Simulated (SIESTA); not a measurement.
Band structure of LaAl2BRu2 (P4/mmm, 6 atoms in the cell).

```xyz
6
Lattice="4.2294 0.0000 0.0000 0.0000 4.2294 0.0000 0.0000 0.0000 5.6799" Properties=species:S:1:pos:R:3 pbc="T T T"
La     0.0000     0.0000     2.8400
Al     2.1147     2.1147     4.2359
Al     2.1147     2.1147     1.4440
B      0.0000     0.0000     0.0000
Ru     2.1147     0.0000     0.0000
Ru     0.0000     2.1147     0.0000
```

Level of theory: GGA PBEsol, numerical atomic orbitals DZP, PseudoDojo PBEsol standard norm-conserving potentials (rewritten from UPF to PSML) (SIESTA).

Settings: XC.functional = GGA; XC.authors = PBEsol; potentials = PseudoDojo PBEsol standard; PAO.BasisSize = DZP; PAO.EnergyShift = 0.01 Ry; MeshCutoff = 350 Ry; kgrid.MonkhorstPack = 5 5 4; OccupationFunction = MP; OccupationMPOrder = 0; ElectronicTemperature = 50 meV; MaxSCFIterations = 150; SCF.Mixer.Method = Pulay; SCF.Mixer.Weight = 0.25; SCF.Mixer.History = 6.

The starting cell comes from a database of computed structures (which also holds hypothetical and non-ambient phases and stackings), without a prior relaxation at this level. Spin polarisation is off. Values carry the incompleteness of an atom-centred basis.

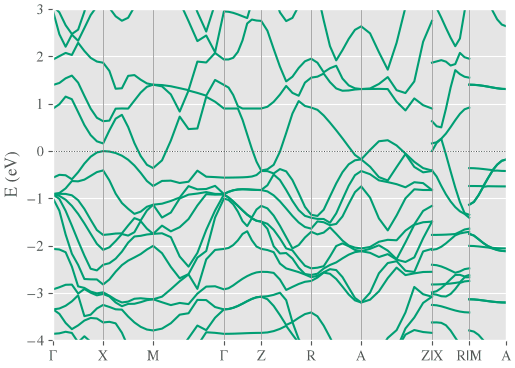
Fig. 1. Bands along the path, energies from the Fermi level.

Levels in eV from the Fermi level, bands 23 to 28:
```json
[
 {"point": "Γ", "23": "-0.92", "24": "-0.91", "25": "-0.91", "26": "-0.56", "27": "0.90", "28": "1.40"},
 {"point": "X", "23": "-2.09", "24": "-1.77", "25": "-0.41", "26": "0.00", "27": "0.16", "28": "0.63"},
 {"point": "M", "23": "-1.75", "24": "-1.14", "25": "-1.14", "26": "-0.74", "27": "-0.36", "28": "1.40"},
 {"point": "Z", "23": "-1.16", "24": "-0.83", "25": "-0.83", "26": "-0.42", "27": "-0.41", "28": "0.90"},
 {"point": "R", "23": "-1.71", "24": "-1.64", "25": "-1.41", "26": "-1.35", "27": "0.92", "28": "1.55"},
 {"point": "A", "23": "-2.06", "24": "-0.75", "25": "-0.42", "26": "-0.18", "27": "-0.18", "28": "1.31"}
]
```

Bands cross the Fermi level along this path, so the cell is metallic at this level.

Higher empty bands are left out: an atom-centred basis made for the valence describes them poorly.
